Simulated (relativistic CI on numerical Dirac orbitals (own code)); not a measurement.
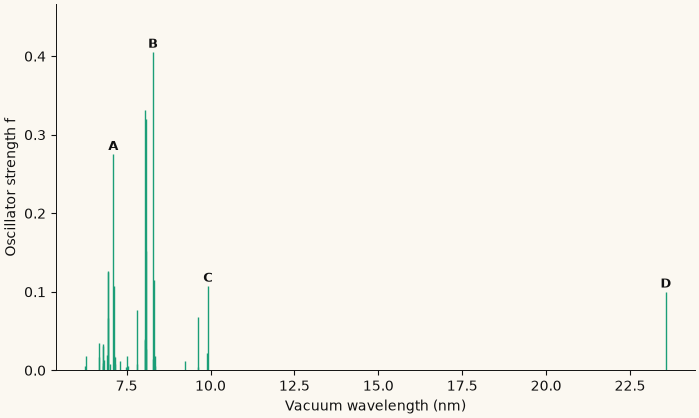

The plot shows absorption lines from the lowest level (oscillator strengths f) for Si VI (Si⁵⁺). Computed by Dirac CI, KLI exchange-only orbitals, Breit term, model QED, valence Slater integrals scaled by 0.85, configurations tied to the tabulated ionisation limit.

Give upper and lower level, position and strength of each lettered line.

A: 2s² 2p⁴ 4d ²D₅/₂ ← 2s² 2p⁵ ²P°₃/₂, 7.103 nm, f = 0.28; B: 2s² 2p⁴ 3d ²D₅/₂ ← 2s² 2p⁵ ²P°₃/₂, 8.290 nm, f = 0.41; C: 2s² 2p⁴ 3s ²P₃/₂ ← 2s² 2p⁵ ²P°₃/₂, 9.932 nm, f = 0.11; D: 2s 2p⁶ ²S₁/₂ ← 2s² 2p⁵ ²P°₃/₂, 23.57 nm, f = 0.10. The strongest, B, lies in the soft X-ray region.

Limits of the model: configurations built on the next ion are tied to the tabulated ionisation energy, low ones can still be off by several thousand cm⁻¹ and the others by 10000 or more; one shift a configuration: terms inside it, and wavelengths, can be off by thousands of cm⁻¹; only a limited list of configurations is included, so lower levels can be missing; only lines among the lowest 189 of 666 levels are drawn, so those from 2s 2p⁵ 3d are incomplete.
